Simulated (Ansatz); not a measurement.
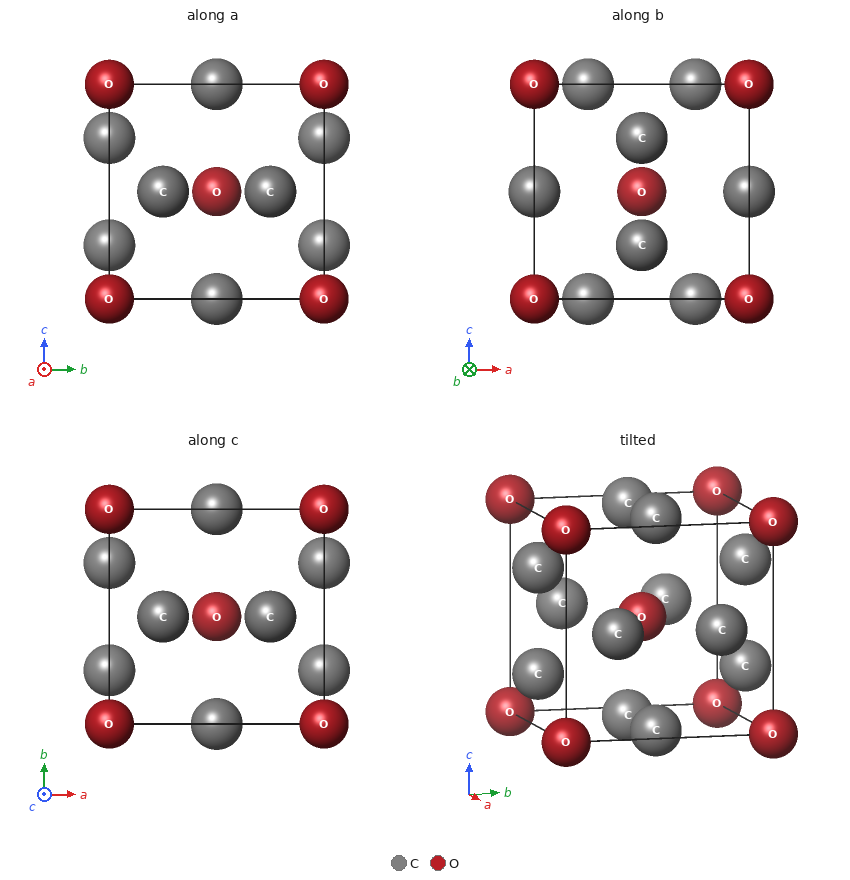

Crystal structure, spheres-only style, seen along the a axis, along the b axis, along the c axis and slightly off an axis. The wireframe shows the conventional unit cell.

Lattice parameters: a = 4.0687 Å, b = 4.0687 Å, c = 4.0687 Å, α = 90.000°, β = 90.000°, γ = 90.000°.

Give the structure in the form of a CIF in P1 with every atom of the cell.

Answer.
```cif
data_structure
_symmetry_space_group_name_H-M 'P 1'
_symmetry_Int_Tables_number 1
_cell_length_a 4.0687
_cell_length_b 4.0687
_cell_length_c 4.0687
_cell_angle_alpha 90.000
_cell_angle_beta 90.000
_cell_angle_gamma 90.000
_cell_volume 67.36
loop_
_atom_site_label
_atom_site_type_symbol
_atom_site_fract_x
_atom_site_fract_y
_atom_site_fract_z
_atom_site_occupancy
C1 C 0.0000 0.7500 0.5000 1
C2 C 0.0000 0.2500 0.5000 1
C3 C 0.7500 0.5000 0.0000 1
C4 C 0.2500 0.5000 0.0000 1
C5 C 0.5000 0.0000 0.7500 1
C6 C 0.5000 0.0000 0.2500 1
O1 O 0.0000 0.0000 0.0000 1
O2 O 0.5000 0.5000 0.5000 1
```

The initial geometry was a structure type filled with these elements by a generator (whether the compound takes this form wasn't checked). Earlier steps of the study may have refined or changed the cell and positions. An electronic-structure calculation with Ansatz was run on it.
